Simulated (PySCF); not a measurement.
```yaml
atoms:
  - { symbol: C, position_ang: [-3.2374, -0.0488, -0.9500] }
  - { symbol: C, position_ang: [-1.9448, 0.2226, -0.8343] }
  - { symbol: C, position_ang: [-0.9271, -0.7012, -0.2220] }
  - { symbol: C, position_ang: [-0.6397, -0.1335, 1.1248] }
  - { symbol: N, position_ang: [0.5439, 0.5657, 1.1566] }
  - { symbol: Si, position_ang: [1.4204, 0.4888, -0.3399] }
  - { symbol: C, position_ang: [3.2004, -0.1189, -0.1759] }
  - { symbol: N, position_ang: [0.3408, -0.7104, -0.9234] }
  - { symbol: H, position_ang: [-3.6373, -1.0107, -0.6750] }
  - { symbol: H, position_ang: [-3.9439, 0.6769, -1.3157] }
  - { symbol: H, position_ang: [-1.5480, 1.1909, -1.1079] }
  - { symbol: H, position_ang: [-1.3351, -1.7199, -0.1650] }
  - { symbol: H, position_ang: [-1.4235, 0.0919, 1.8242] }
  - { symbol: H, position_ang: [0.7341, 1.1226, 1.9701] }
  - { symbol: H, position_ang: [1.3959, 1.8100, -1.0028] }
  - { symbol: H, position_ang: [3.7892, 0.5869, 0.3997] }
  - { symbol: H, position_ang: [3.2668, -1.0877, 0.3073] }
  - { symbol: H, position_ang: [3.6609, -0.2001, -1.1537] }
  - { symbol: H, position_ang: [0.2746, -1.0159, -1.8792] }
```

Geometry: GFN2-xTB.

Method: UKS B3LYP, pcH-1 on C H N Si, non-relativistic, mean-field spin-orbit, GIAO (PySCF 2.14.0, density-fitted response routines).

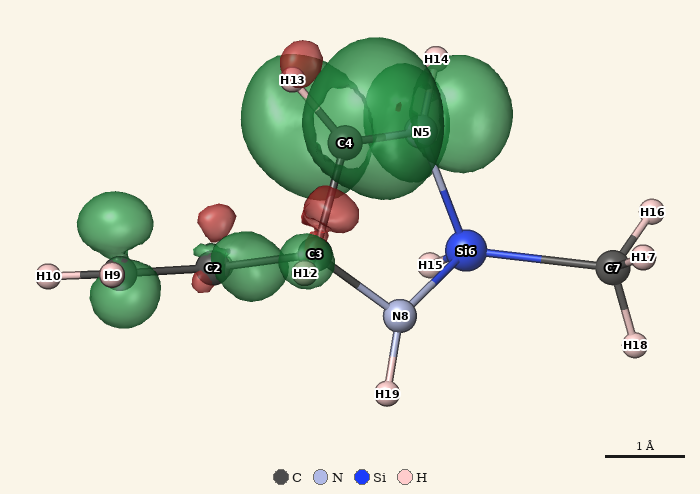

C$_{5}$H$_{11}$N$_{2}$Si (doublet). Isosurfaces of the spin density at +0.02 (green) and −0.02 e/Å³ (red), seen at a tilt.

Where is the unpaired spin?

The unpaired spin (1 electron) lies mostly on C4 (about 0.6) and N5 (about 0.2), in electrons by Hirshfeld's partition.
